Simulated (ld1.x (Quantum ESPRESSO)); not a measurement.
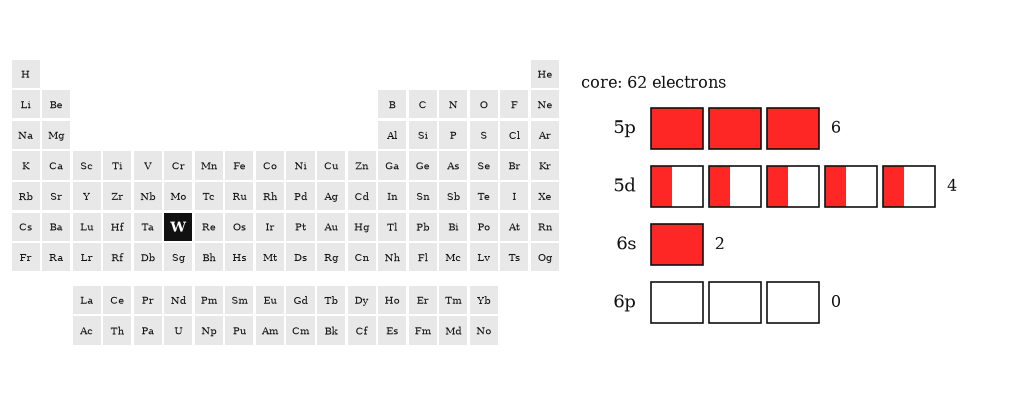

Left, the place of tungsten in the periodic table; right, the valence shells of the reference configuration: a box for each of the 2l + 1 orbitals, shaded by the share of the shell that is filled, with the electron count at the right.

Run report: W, pseudopotential generation (part 1 of 2)

- system: tungsten (W, Z = 74), core [Kr] 4d10 4f14 5s2, reference valence 5p6 5d4 6s2 6p0, valence charge 12.
- method: RRKJ potential, LDA (PZ), non-relativistic, made with ld1.x (Quantum ESPRESSO) 7.5

**Input**
```
 &input
   title='W', zed=74., rel=0, dft='PZ', iswitch=3,
   config='[Xe] 4f14 5d4 6s2 6p0',
   nld=3, rlderiv=3.50, eminld=-5.0, emaxld=5.0, deld=0.02
 /
 &inputp
   pseudotype=2, tm=.false., rho0=0.02, lloc=0,
   nlcc=.true., rcore=1.40,
   file_pseudopw='W.UPF', file_wfcaegen='ae.wfc', file_wfcncgen='nc.wfc', file_beta='beta', file_chi='chi'
 /
3
5P  2  1   6.00   0.00  2.10  2.10  0.0
5D  3  2   4.00   0.00  2.10  2.10  0.0
6S  1  0   2.00   0.00  3.20  3.20  0.0
 &test
   configts(1)='5p6 5d4 6s2 6p0'
 /
```

**Input of the test run**
```
 &input
   title='W', zed=74., rel=0, dft='PZ', iswitch=2,
   config='[Xe] 4f14 5d4 6s2 6p0'
 /
 &test
   file_pseudo='W.UPF', nconf=10,
   configts(1)='5p6 5d4 6s2 6p0',
   configts(2)='5p6 5d4 6s1 6p0',
   configts(3)='5p6 5d4 6s0 6p0',
   configts(4)='5p6 5d3 6s0 6p0',
   configts(5)='5p6 5d4 6s0 6p1',
   configts(6)='5p6 5d4 6s1.5 6p0',
   configts(7)='5p5 5d4 6s2 6p0',
   configts(8)='5p6 5d3 6s2 6p0',
   configts(9)='5p6 5d4 6s2 6p0', lsdts(9)=1,
   configts(10)='5p6 5d4 6s1 6p0', lsdts(10)=1
 /
```

Command:
```bash
ld1.x < W.in > W.out
```

**Log**
```
     Program LD1 v.7.5
     --------------------------- All-electron run ----------------------------

     W

     atomic number is 74.00
     dft =PZ   lsd =0 sic =0 latt =0  beta=0.20 tr2=1.0E-14
     Exchange-correlation= PZ
                           (   1   1   0   0   0   0   0)
     mesh =1273 r(mesh) =  99.08072 a.u. xmin = -7.00 dx = 0.01250
     1 Ry =  13.60569312 eV

     n l     nl                  e(Ry)          e(Ha)          e(eV)
     1 0     1S 1( 2.00)     -4682.0877     -2341.0438    -63703.0478
     2 0     2S 1( 2.00)      -769.7135      -384.8567    -10472.4856
     2 1     2P 1( 6.00)      -738.0292      -369.0146    -10041.3992
     3 0     3S 1( 2.00)      -175.7361       -87.8680     -2391.0114
     3 1     3P 1( 6.00)      -161.0048       -80.5024     -2190.5813
     4 0     4S 1( 2.00)       -35.1417       -17.5708      -478.1269
     4 1     4P 1( 6.00)       -28.9903       -14.4951      -394.4329
     3 2     3D 1(10.00)      -133.4502       -66.7251     -1815.6828
     5 0     5S 1( 2.00)        -4.7914        -2.3957       -65.1902
     5 1     5P 1( 6.00)        -3.0083        -1.5042       -40.9301
     4 2     4D 1(10.00)       -17.7594        -8.8797      -241.6293
     4 3     4F 1(14.00)        -3.1016        -1.5508       -42.1992
     5 2     5D 1( 4.00)        -0.4411        -0.2205        -6.0015
     6 0     6S 1( 2.00)        -0.3634        -0.1817        -4.9448
     6 1     6P 1( 0.00)        -0.1178        -0.0589        -1.6031

     final scf error:  3.0E-15 reached in  28 iterations

     Etot =  -30566.846780 Ry,  -15283.423390 Ha, -415883.137023 eV

     Ekin =   30555.751341 Ry,   15277.875670 Ha,  415732.175883 eV
     Encl =  -72808.174571 Ry,  -36404.087285 Ha, -990605.680053 eV
     Eh   =   12283.215580 Ry,    6141.607790 Ha,  167121.661745 eV
     Exc  =    -597.639130 Ry,    -298.819565 Ha,   -8131.294598 eV

     normalization and overlap integrals

     s(1S/1S) =  1.000000  <r> =   0.0205  <r2> =    0.0006  r(max) =   0.0135
     s(2S/2S) =  1.000000  <r> =   0.0865  <r2> =    0.0088  r(max) =   0.0740
     s(2P/2P) =  1.000000  <r> =   0.0732  <r2> =    0.0065  r(max) =   0.0576
     s(3S/3S) =  1.000000  <r> =   0.2199  <r2> =    0.0551  r(max) =   0.2036
     s(3P/3P) =  1.000000  <r> =   0.2099  <r2> =    0.0509  r(max) =   0.1913
     s(4S/4S) =  1.000000  <r> =   0.4904  <r2> =    0.2711  r(max) =   0.4588
     s(4P/4P) =  1.000000  <r> =   0.4974  <r2> =    0.2811  r(max) =   0.4588
     s(3D/3D) =  1.000000  <r> =   0.1840  <r2> =    0.0396  r(max) =   0.1508
     s(5S/5S) =  1.000000  <r> =   1.1689  <r2> =    1.5358  r(max) =   1.0470
     s(5P/5P) =  1.000000  <r> =   1.2955  <r2> =    1.9044  r(max) =   1.1286
     s(4D/4D) =  1.000000  <r> =   0.5139  <r2> =    0.3058  r(max) =   0.4531
     s(4F/4F) =  1.000000  <r> =   0.5889  <r2> =    0.4318  r(max) =   0.4204
     s(5D/5D) =  1.000000  <r> =   1.9769  <r2> =    4.7345  r(max) =   1.4673
     s(6S/6S) =  1.000000  <r> =   3.4959  <r2> =   13.9453  r(max) =   2.9181
     s(6P/6P) =  1.000000  <r> =   4.7859  <r2> =   26.6618  r(max) =   3.8418

     ------------------------ End of All-electron run ------------------------

     --------------------- Generating NC pseudopotential ---------------------

      Generating local pot.: lloc=0, matching radius rcloc =   3.2000

      Computing core charge for nlcc:

       r > 1.41 : true rho core
       r < 1.41 : rho core = a sin(br)/r    a=   3.87  b=   1.89

      Integrated core pseudo-charge :   3.80

      Wfc   5P  rcut= 2.108  Estimated cut-off energy=       41.64 Ry
      This function has    0 nodes for 0 < r <    2.108

      Wfc   5D  rcut= 2.108  Estimated cut-off energy=       52.55 Ry
      This function has    0 nodes for 0 < r <    2.108

     ------------------- End of pseudopotential generation -------------------

     --------------------------- All-electron run ----------------------------

     W

     atomic number is 74.00
     dft =PZ   lsd =0 sic =0 latt =0  beta=0.20 tr2=1.0E-14
     Exchange-correlation= PZ
                           (   1   1   0   0   0   0   0)
     mesh =1273 r(mesh) =  99.08072 a.u. xmin = -7.00 dx = 0.01250
     1 Ry =  13.60569312 eV

     n l     nl                  e(Ry)          e(Ha)          e(eV)
     1 0     1S 1( 2.00)     -4682.0877     -2341.0438    -63703.0478
     2 0     2S 1( 2.00)      -769.7135      -384.8567    -10472.4856
     2 1     2P 1( 6.00)      -738.0292      -369.0146    -10041.3992
     3 0     3S 1( 2.00)      -175.7361       -87.8680     -2391.0114
     3 1     3P 1( 6.00)      -161.0048       -80.5024     -2190.5813
     4 0     4S 1( 2.00)       -35.1417       -17.5708      -478.1269
     4 1     4P 1( 6.00)       -28.9903       -14.4951      -394.4329
     3 2     3D 1(10.00)      -133.4502       -66.7251     -1815.6828
     5 0     5S 1( 2.00)        -4.7914        -2.3957       -65.1902
     5 1     5P 1( 6.00)        -3.0083        -1.5042       -40.9301
     4 2     4D 1(10.00)       -17.7594        -8.8797      -241.6293
     4 3     4F 1(14.00)        -3.1016        -1.5508       -42.1992
     5 2     5D 1( 4.00)        -0.4411        -0.2205        -6.0015
     6 0     6S 1( 2.00)        -0.3634        -0.1817        -4.9448
     6 1     6P 1( 0.00)        -0.1178        -0.0589        -1.6031

     final scf error:  3.0E-15 reached in  28 iterations

     Etot =  -30566.846780 Ry,  -15283.423390 Ha, -415883.137023 eV

     Ekin =   30555.751341 Ry,   15277.875670 Ha,  415732.175883 eV
     Encl =  -72808.174571 Ry,  -36404.087285 Ha, -990605.680053 eV
     Eh   =   12283.215580 Ry,    6141.607790 Ha,  167121.661745 eV
     Exc  =    -597.639130 Ry,    -298.819565 Ha,   -8131.294598 eV

     normalization and overlap integrals

     s(1S/1S) =  1.000000  <r> =   0.0205  <r2> =    0.0006  r(max) =   0.0135
     s(2S/2S) =  1.000000  <r> =   0.0865  <r2> =    0.0088  r(max) =   0.0740
     s(2P/2P) =  1.000000  <r> =   0.0732  <r2> =    0.0065  r(max) =   0.0576
     s(3S/3S) =  1.000000  <r> =   0.2199  <r2> =    0.0551  r(max) =   0.2036
     s(3P/3P) =  1.000000  <r> =   0.2099  <r2> =    0.0509  r(max) =   0.1913
     s(4S/4S) =  1.000000  <r> =   0.4904  <r2> =    0.2711  r(max) =   0.4588
     s(4P/4P) =  1.000000  <r> =   0.4974  <r2> =    0.2811  r(max) =   0.4588
     s(3D/3D) =  1.000000  <r> =   0.1840  <r2> =    0.0396  r(max) =   0.1508
     s(5S/5S) =  1.000000  <r> =   1.1689  <r2> =    1.5358  r(max) =   1.0470
     s(5P/5P) =  1.000000  <r> =   1.2955  <r2> =    1.9044  r(max) =   1.1286
     s(4D/4D) =  1.000000  <r> =   0.5139  <r2> =    0.3058  r(max) =   0.4531
     s(4F/4F) =  1.000000  <r> =   0.5889  <r2> =    0.4318  r(max) =   0.4204
     s(5D/5D) =  1.000000  <r> =   1.9769  <r2> =    4.7345  r(max) =   1.4673
     s(6S/6S) =  1.000000  <r> =   3.4959  <r2> =   13.9453  r(max) =   2.9181
     s(6P/6P) =  1.000000  <r> =   4.7859  <r2> =   26.6618  r(max) =   3.8418

     ------------------------ End of All-electron run ------------------------

     Computing logarithmic derivative in   3.49805

       Warning: n=2, l=1 expected 0 nodes, found 1
       Setting wfc to zero for this iteration
       (This warning will only be printed once per wavefunction)

     Computing logarithmic derivative in   3.49805
     Computing the partial wave expansion
       no projector for channel:   0
     R is outside the sphere for l=    1 j= 0.00
     R is outside the sphere for l=    2 j= 0.00

     ---------------------- Testing the pseudopotential ----------------------

     W

     atomic number is 74.00   valence charge is 12.00
     dft =PZ   lsd =0 sic =0 latt =0  beta=0.20 tr2=1.0E-14
     mesh =1273 r(mesh) =  99.08072 xmin = -7.00 dx = 0.01250

     n l     nl             e AE (Ry)        e PS (Ry)    De AE-PS (Ry)
     2 1     5P   1( 6.00)       -3.00831       -3.00831       -0.00000
     3 2     5D   1( 4.00)       -0.44110       -0.44110        0.00000
     1 0     6S   1( 2.00)       -0.36344       -0.36344        0.00000
     3 1     6P   1( 0.00)       -0.11783       -0.08098       -0.03684  !

     eps = 3.7E-15  iter = 10

     Etot =  -30566.846780 Ry,  -15283.423390 Ha, -415883.137023 eV
     Etotps =   -94.416269 Ry,     -47.208135 Ha,   -1284.598787 eV

     Ekin =      34.144439 Ry,      17.072219 Ha,     464.558754 eV
     Encl =    -124.894552 Ry,     -62.447276 Ha,   -1699.276946 eV
     Ehrt =      72.364364 Ry,      36.182182 Ha,     984.567333 eV
     Ecxc =     -17.227515 Ry,      -8.613758 Ha,    -234.392283 eV
     (Ecc =      -3.813902 Ry,      -1.906951 Ha,     -51.890785 eV)
     Epseu=     -58.803005 Ry,     -29.401503 Ha,    -800.055644 eV

     ---------------------- End of pseudopotential test ----------------------
```

**Output of the test run (extracts)**
```
     ---------------------- Testing the pseudopotential ----------------------

     W

     atomic number is 74.00   valence charge is 12.00
     dft =PZ   lsd =0 sic =0 latt =0  beta=0.20 tr2=1.0E-14
     mesh =1273 r(mesh) =  99.08072 xmin = -7.00 dx = 0.01250

     n l     nl             e AE (Ry)        e PS (Ry)    De AE-PS (Ry)
     2 1     5P   1( 6.00)       -3.00831       -3.00831        0.00000
     3 2     5D   1( 4.00)       -0.44110       -0.44110        0.00000
     1 0     6S   1( 2.00)       -0.36344       -0.36344        0.00000
     3 1     6P   1( 0.00)       -0.11783       -0.08098       -0.03684  !

     eps = 5.0E-16  iter = 21

     Etot =  -30566.846780 Ry,  -15283.423390 Ha, -415883.137022 eV
     Etotps =   -94.416270 Ry,     -47.208135 Ha,   -1284.598802 eV

     Ekin =      34.144438 Ry,      17.072219 Ha,     464.558751 eV
     Encl =    -124.894552 Ry,     -62.447276 Ha,   -1699.276946 eV
     Ehrt =      72.364365 Ry,      36.182182 Ha,     984.567339 eV
     Ecxc =     -17.227515 Ry,      -8.613758 Ha,    -234.392285 eV
     (Ecc =      -3.813902 Ry,      -1.906951 Ha,     -51.890785 eV)
     Epseu=     -58.803006 Ry,     -29.401503 Ha,    -800.055660 eV

     ---------------------- End of pseudopotential test ----------------------

     ---------------------- Testing the pseudopotential ----------------------

     W

     atomic number is 74.00   valence charge is 12.00
     dft =PZ   lsd =0 sic =0 latt =0  beta=0.20 tr2=1.0E-14
     mesh =1273 r(mesh) =  99.08072 xmin = -7.00 dx = 0.01250

     n l     nl             e AE (Ry)        e PS (Ry)    De AE-PS (Ry)
     2 1     5P   1( 6.00)       -3.53491       -3.53052       -0.00438
     3 2     5D   1( 4.00)       -0.95391       -0.95265       -0.00125
     1 0     6S   1( 1.00)       -0.80681       -0.80742        0.00062
     3 1     6P   1( 0.00)       -0.50401       -0.43605       -0.06796  !

     eps = 1.1E-15  iter = 14

     Etot =  -30566.265906 Ry,  -15283.132953 Ha, -415875.233839 eV
     Etotps =   -93.835159 Ry,     -46.917580 Ha,   -1276.692378 eV
     dEtot_ae =       0.580873 Ry
     dEtot_ps =       0.581111 Ry,   Delta E=      -0.000238 Ry

     Ekin =      34.431703 Ry,      17.215852 Ha,     468.467191 eV
     Encl =    -118.449503 Ry,     -59.224752 Ha,   -1611.587594 eV
     Ehrt =      66.413168 Ry,      33.206584 Ha,     903.597178 eV
     Ecxc =     -16.876804 Ry,      -8.438402 Ha,    -229.620620 eV
     (Ecc =      -3.813902 Ry,      -1.906951 Ha,     -51.890785 eV)
     Epseu=     -59.353722 Ry,     -29.676861 Ha,    -807.548533 eV

     ---------------------- End of pseudopotential test ----------------------

     ---------------------- Testing the pseudopotential ----------------------

     W

     atomic number is 74.00   valence charge is 12.00
     dft =PZ   lsd =0 sic =0 latt =0  beta=0.20 tr2=1.0E-14
     mesh =1273 r(mesh) =  99.08072 xmin = -7.00 dx = 0.01250

     n l     nl             e AE (Ry)        e PS (Ry)    De AE-PS (Ry)
     2 1     5P   1( 6.00)       -4.13366       -4.12630       -0.00736  !
     3 2     5D   1( 4.00)       -1.52953       -1.52868       -0.00085
     1 0     6S   1( 0.00)       -1.28550       -1.28899        0.00349
     3 1     6P   1( 0.00)       -0.92770       -0.82403       -0.10367  !

     eps = 2.6E-16  iter = 12

     Etot =  -30565.221072 Ry,  -15282.610536 Ha, -415861.018136 eV
     Etotps =   -92.788641 Ry,     -46.394321 Ha,   -1262.453781 eV
     dEtot_ae =       1.625708 Ry
     dEtot_ps =       1.627629 Ry,   Delta E=      -0.001921 Ry

     Ekin =      34.760731 Ry,      17.380365 Ha,     472.943839 eV
     Encl =    -111.149114 Ry,     -55.574557 Ha,   -1512.260736 eV
     Ehrt =      60.178233 Ry,      30.089117 Ha,     818.766571 eV
     Ecxc =     -16.499527 Ry,      -8.249764 Ha,    -224.487507 eV
     (Ecc =      -3.813902 Ry,      -1.906951 Ha,     -51.890785 eV)
     Epseu=     -60.078964 Ry,     -30.039482 Ha,    -817.415948 eV

     ---------------------- End of pseudopotential test ----------------------

     ---------------------- Testing the pseudopotential ----------------------

     W

     atomic number is 74.00   valence charge is 12.00
     dft =PZ   lsd =0 sic =0 latt =0  beta=0.20 tr2=1.0E-14
     mesh =1273 r(mesh) =  99.08072 xmin = -7.00 dx = 0.01250

     n l     nl             e AE (Ry)        e PS (Ry)    De AE-PS (Ry)
     2 1     5P   1( 6.00)       -5.06277       -5.07659        0.01382  !
     3 2     5D   1( 3.00)       -2.37271       -2.38145        0.00874  !
     1 0     6S   1( 0.00)       -1.91804       -1.92717        0.00912  !
     3 1     6P   1( 0.00)       -1.49143       -1.32656       -0.16487  !

     eps = 1.2E-16  iter =  9

     Etot =  -30563.277654 Ry,  -15281.638827 Ha, -415834.576593 eV
     Etotps =   -90.841371 Ry,     -45.420686 Ha,   -1235.959823 eV
     dEtot_ae =       3.569126 Ry
     dEtot_ps =       3.574899 Ry,   Delta E=      -0.005773 Ry

     Ekin =      32.526404 Ry,      16.263202 Ha,     442.544267 eV
     Encl =    -101.379624 Ry,     -50.689812 Ha,   -1379.340051 eV
     Ehrt =      51.268059 Ry,      25.634030 Ha,     697.537481 eV
     Ecxc =     -15.589765 Ry,      -7.794882 Ha,    -212.109558 eV
     (Ecc =      -3.813902 Ry,      -1.906951 Ha,     -51.890785 eV)
     Epseu=     -57.666446 Ry,     -28.833223 Ha,    -784.591962 eV

     ---------------------- End of pseudopotential test ----------------------

     ---------------------- Testing the pseudopotential ----------------------

     W

     atomic number is 74.00   valence charge is 12.00
     dft =PZ   lsd =0 sic =0 latt =0  beta=0.20 tr2=1.0E-14
     mesh =1273 r(mesh) =  99.08072 xmin = -7.00 dx = 0.01250

     n l     nl             e AE (Ry)        e PS (Ry)    De AE-PS (Ry)
     2 1     5P   1( 6.00)       -3.61846       -3.66333        0.04487  !
     3 2     5D   1( 4.00)       -1.02845       -1.07326        0.04482  !
     1 0     6S   1( 0.00)       -0.85759       -0.88955        0.03195  !
     3 1     6P   1( 1.00)       -0.54942       -0.50217       -0.04725  !

     eps = 5.3E-15  iter =  9

     Etot =  -30565.960768 Ry,  -15282.980384 Ha, -415871.082221 eV
     Etotps =   -93.457049 Ry,     -46.728525 Ha,   -1271.547935 eV
     dEtot_ae =       0.886012 Ry
     dEtot_ps =       0.959221 Ry,   Delta E=      -0.073209 Ry

     Ekin =      34.961054 Ry,      17.480527 Ha,     475.669379 eV
     Encl =    -116.831568 Ry,     -58.415784 Ha,   -1589.574457 eV
     Ehrt =      65.016991 Ry,      32.508496 Ha,     884.601232 eV
     Ecxc =     -16.736298 Ry,      -8.368149 Ha,    -227.708939 eV
     (Ecc =      -3.813902 Ry,      -1.906951 Ha,     -51.890785 eV)
     Epseu=     -59.867229 Ry,     -29.933615 Ha,    -814.535151 eV

     ---------------------- End of pseudopotential test ----------------------

     ---------------------- Testing the pseudopotential ----------------------

     W

     atomic number is 74.00   valence charge is 12.00
     dft =PZ   lsd =0 sic =0 latt =0  beta=0.20 tr2=1.0E-14
     mesh =1273 r(mesh) =  99.08072 xmin = -7.00 dx = 0.01250

     n l     nl             e AE (Ry)        e PS (Ry)    De AE-PS (Ry)
     2 1     5P   1( 6.00)       -3.26127       -3.25909       -0.00218
     3 2     5D   1( 4.00)       -0.68828       -0.68759       -0.00069
     1 0     6S   1( 1.50)       -0.57876       -0.57894        0.00018
     3 1     6P   1( 0.00)       -0.30338       -0.25110       -0.05229  !

     eps = 3.7E-15  iter = 15

     Etot =  -30566.611833 Ry,  -15283.305917 Ha, -415879.940410 eV
     Etotps =   -94.181287 Ry,     -47.090643 Ha,   -1281.401688 eV
     dEtot_ae =       0.234947 Ry
     dEtot_ps =       0.234983 Ry,   Delta E=      -0.000037 Ry

     Ekin =      34.284872 Ry,      17.142436 Ha,     466.469450 eV
     Encl =    -121.794107 Ry,     -60.897053 Ha,   -1657.093241 eV
     Ehrt =      69.443797 Ry,      34.721898 Ha,     944.830990 eV
     Ecxc =     -17.057769 Ry,      -8.528885 Ha,    -232.082771 eV
     (Ecc =      -3.813902 Ry,      -1.906951 Ha,     -51.890785 eV)
     Epseu=     -59.058080 Ry,     -29.529040 Ha,    -803.526116 eV

     ---------------------- End of pseudopotential test ----------------------

     ---------------------- Testing the pseudopotential ----------------------

     W

     atomic number is 74.00   valence charge is 12.00
     dft =PZ   lsd =0 sic =0 latt =0  beta=0.20 tr2=1.0E-14
     mesh =1273 r(mesh) =  99.08072 xmin = -7.00 dx = 0.01250

     n l     nl             e AE (Ry)        e PS (Ry)    De AE-PS (Ry)
     2 1     5P   1( 5.00)       -3.88698       -3.93314        0.04617  !
     3 2     5D   1( 4.00)       -1.20266       -1.21677        0.01411  !
     1 0     6S   1( 2.00)       -0.90469       -0.90068       -0.00402
     3 1     6P   1( 0.00)       -0.56995       -0.47946       -0.09049  !

     eps = 1.9E-15  iter = 16

     Etot =  -30563.411445 Ry,  -15281.705723 Ha, -415836.396913 eV
     Etotps =   -90.957927 Ry,     -45.478963 Ha,   -1237.545636 eV
     dEtot_ae =       3.435335 Ry
     dEtot_ps =       3.458344 Ry,   Delta E=      -0.023009 Ry

     Ekin =      33.161161 Ry,      16.580580 Ha,     451.180574 eV
     Encl =    -116.414300 Ry,     -58.207150 Ha,   -1583.897239 eV
     Ehrt =      62.895672 Ry,      31.447836 Ha,     855.739214 eV
     Ecxc =     -16.230939 Ry,      -8.115470 Ha,    -220.833176 eV
     (Ecc =      -3.813902 Ry,      -1.906951 Ha,     -51.890785 eV)
     Epseu=     -54.369520 Ry,     -27.184760 Ha,    -739.735009 eV

     ---------------------- End of pseudopotential test ----------------------
```

(Continued in part 2.) Outcome of the run: generated; ld1.x warns of wrong node counts.
